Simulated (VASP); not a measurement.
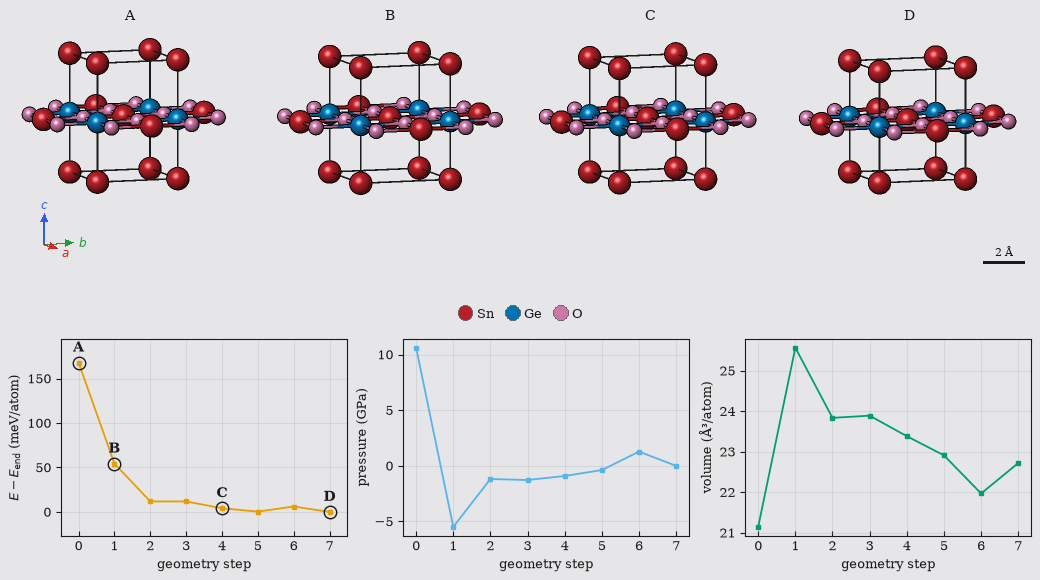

Frames of a relaxation of crystalline Sn2GeO2 (a generated structure, set up in P4/mmm), marked on the history of the run. Style: ball-and-stick. Shown: the cell of the calculation, slightly off an axis.

The run lets cell and atoms move.

All numbers below come from Kohn-Sham DFT of a periodic cell, PBE, VASP PAW PBE potentials, recommended (VASP 6.6.1).

Input
```
SYSTEM = Sn2GeO2
PREC = Normal
ENCUT = 520
EDIFF = 1E-4
ISMEAR = 0
SIGMA = 0.15
LREAL = .False.
LASPH = .True.
NELM = 60
ALGO = Fast
ISIF = 3
LWAVE = .False.
LCHARG = .False.
GGA = PE
IBRION = 2
NSW = 24
EDIFFG = -0.08
```

Command:
```bash
cat potpaw_PBE.64/Sn_d/POTCAR potpaw_PBE.64/Ge_d/POTCAR potpaw_PBE.64/O/POTCAR > POTCAR
mpirun -np 1 vasp_std > vasp.out
```

### What happens along the run?

After 7 geometry steps the energy has fallen by 168 meV per atom. All forces vanish by symmetry, so only the cell relaxes. The pressure goes from 10.61 to −0.01 GPa. The atoms keep their places relative to the cell (all moves are under 0.005 Å). Cell: a = b 4.217 → 4.517 Å (+7.1 %), c 5.944 → 5.568 Å (−6.3 %). Volume +7.5 %. Some distances before and after: O–Sn 2.109 → 2.258 Å, Ge–O 2.109 → 2.258 Å. The space group stays P4/mmm (No. 123). From step 0 to 1: volume +20.9 %, energy −114 meV per atom. From step 1 to 4: volume −8.5 %, energy −50.2 meV per atom. From step 4 to 7: volume −2.8 %, energy −4.1 meV per atom.
